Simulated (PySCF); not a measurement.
## Electronic structure of C₃H₆F₄N₂Si in real space

```xyz
16

N     2.6200    0.1224    1.2804
Si    1.5528   -0.3643    0.0353
F     2.3230   -0.1085   -1.3532
N     0.2605    0.7690    0.0608
C    -0.7532    0.8116   -0.9458
C    -1.8861   -0.1708   -0.7769
F    -2.6242   -0.3527   -1.8907
C    -2.2260   -0.8570    0.3055
F    -1.6034   -0.7646    1.4784
F    -3.2276   -1.7243    0.3877
H     3.5869   -0.1418    1.1963
H     2.3261    0.0648    2.2397
H     1.1657   -1.7680   -0.0583
H    -0.0455    1.1232    0.9518
H    -0.2906    0.5921   -1.9129
H    -1.1861    1.8195   -1.0094
```

Geometry: GFN2-xTB.

Level of theory: PBE0/pcSseg-1, SCF density, gas phase, non-relativistic (PySCF 2.14.0).

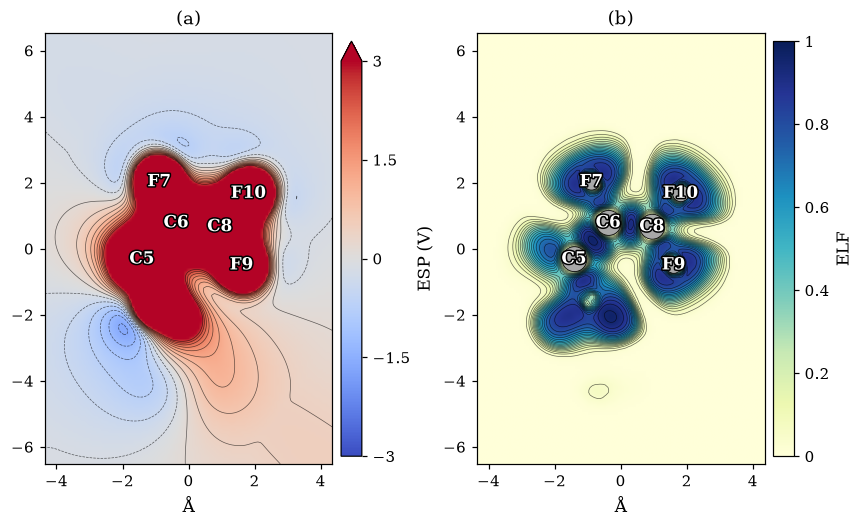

Figure 1. (a) molecular electrostatic potential; (b) ELF on the plane of atoms C5, C6 and C8. Grey discs cover the atomic cores in the ELF map.

Question: What do the fields say about this system?

Answer: The plane passes through C and F nuclei.
C–C (1.33 Å): the ELF peaks at about 0.90 between the atoms; a short, multiple covalent bond.
C–F (1.33 Å): the ELF peaks at about 0.85 between the atoms, as expected for a polar covalent bond.
C–C (1.51 Å): the ELF peaks at about 0.95 between the atoms; localised, covalent bonding.
The ELF also peaks beside N4, F9, F10 and F7, away from the bonds: lone-pair regions.
Outside the dense part of the molecule the potential is most negative (−1.6 V) near N4, which lies off the plane.

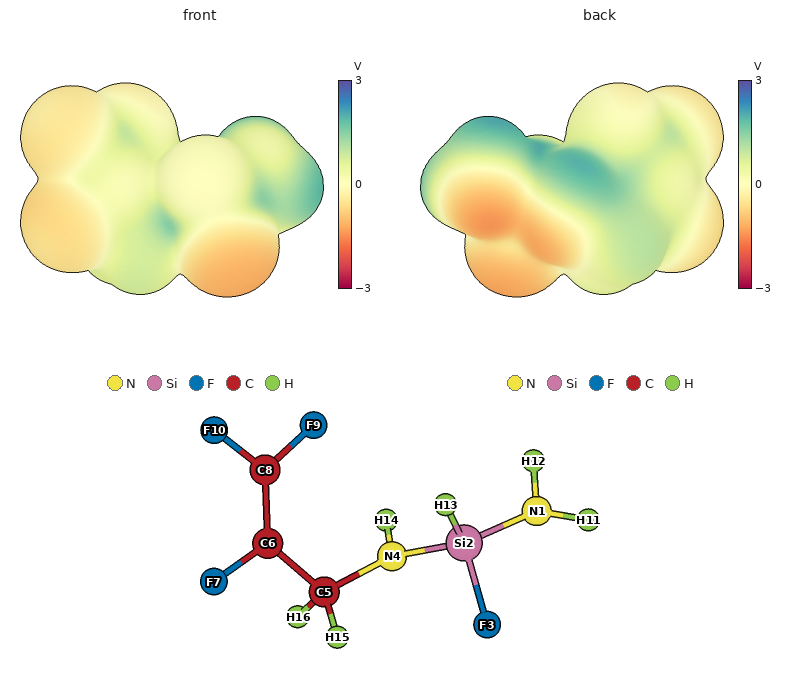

Figure 2. The molecular electrostatic potential painted on the density surface at 0.002 e/bohr³, seen from the front and from behind; the colour scale runs from red (negative) to blue (positive). The bare structure is drawn below in the same view.

Question: Describe the electrostatic potential map.

Answer: The most negative region (about −1.3 V) lies over N1, the most positive (about +2.0 V) over Si2, H12 and H14. N1 is the likeliest acceptor of a hydrogen bond.
